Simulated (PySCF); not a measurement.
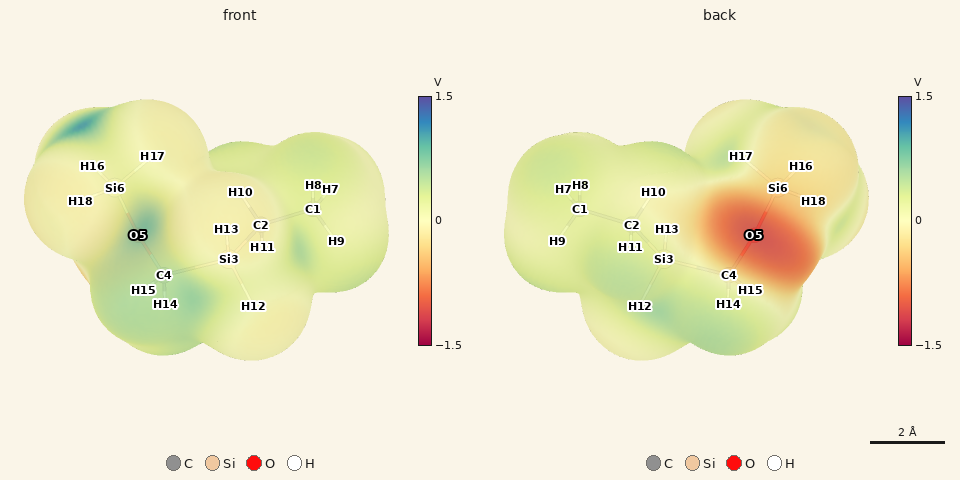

Figure. C3H12OSi2 (SMILES CC[SiH2]CO[SiH3]). The electrostatic potential painted on the density surface at 0.001 e/bohr³, seen from the front and from behind; red is negative and blue positive.

Geometry: GFN2-xTB.

Level of theory: CAM-B3LYP/def2-SVPD, SCF density, gas phase in PySCF.

Input

```
{"job": {"kind": "uv", "xc": "CAM-B3LYP", "basis": "def2-SVPD", "nstates": 8, "ntriplets": 3}, "charge": 0, "multiplicity": 1}
C     -2.623568     1.082863    -0.360927
C     -1.477708     0.161126     0.044508
Si    -0.380681    -0.365085    -1.414783
C      1.031679    -1.476957    -0.757026
O      1.690982    -0.943832     0.364053
Si     2.726058     0.286329     0.487048
H     -3.222443     1.362447     0.504226
H     -2.241864     1.991853    -0.819495
H     -3.273719     0.591359    -1.080708
H     -0.861842     0.665842     0.792309
H     -1.891266    -0.722185     0.536736
H     -1.118480    -1.165412    -2.401828
H      0.199677     0.805549    -2.084649
H      0.637524    -2.449690    -0.446533
H      1.758293    -1.669312    -1.553317
H      3.045020     0.174488     1.901398
H      2.104825     1.570185     0.137259
H      3.888755     0.106748    -0.389448
```

Command:

```sh
OMP_NUM_THREADS=1 python probes_run.py task.json out
```

### Describe the electrostatic potential map.

The most negative region (about −1.0 V, or −23 kcal/mol for a unit charge) lies over O5, the most positive (about +0.9 V, or +21 kcal/mol for a unit charge) over Si6. O5 is the likeliest acceptor of a hydrogen bond.

### How polar is the molecule by this calculation?

Its dipole moment is 0.71 D.
